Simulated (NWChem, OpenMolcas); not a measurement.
## AuF: a line through the functionals

AuF: 2 atoms, total charge 0, spin state singlet. SMILES: `[F][Au]`. Geometry: relaxed at PBE0-D4/def2-TZVP.

The dipole moment y, in D, basis def2-TZVPP with a core potential; a is the functional's share of exact exchange. Programs: NWChem 7.3.0, OpenMolcas 26.06.

| functional | program | a | y (D) |
| --- | --- | --- | --- |
| revPBE | OpenMolcas | 0 | 3.67 |
| PBE | NWChem | 0 | 3.67 |
| B3LYP | NWChem | 0.2 | 4.16 |
| PBE0 | OpenMolcas | 0.25 | ? |
| BHLYP | NWChem | 0.5 | 4.85 |

Fit y = c + s·a to the known rows and predict PBE0.


1. Means of the 4 rows: a = 0.1750, y = 4.088.
2. Σ(Δa)² = 0.1675, Σ(Δa·Δy) = 0.39575, so the slope is 0.39575/0.1675 = 2.3627.
3. Intercept: 4.088 − (2.3627) × 0.1750 = 3.675. The largest residual of the fit is 0.012.
4. PBE0: 3.675 + (2.3627) × 0.25 = 4.27 D.

The run gave 4.30 D, so the prediction is off by -0.03 D, more than the scatter of the fit. More exact exchange makes the molecule more polar here.

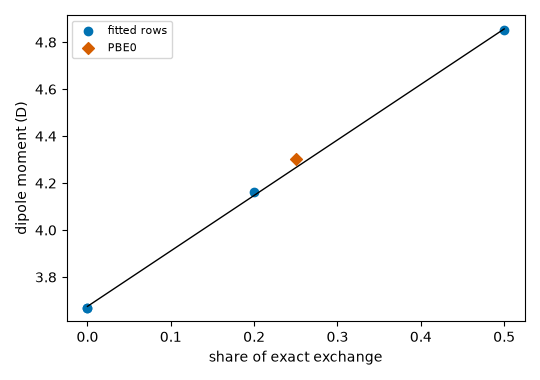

The fitted line, with the withheld row.
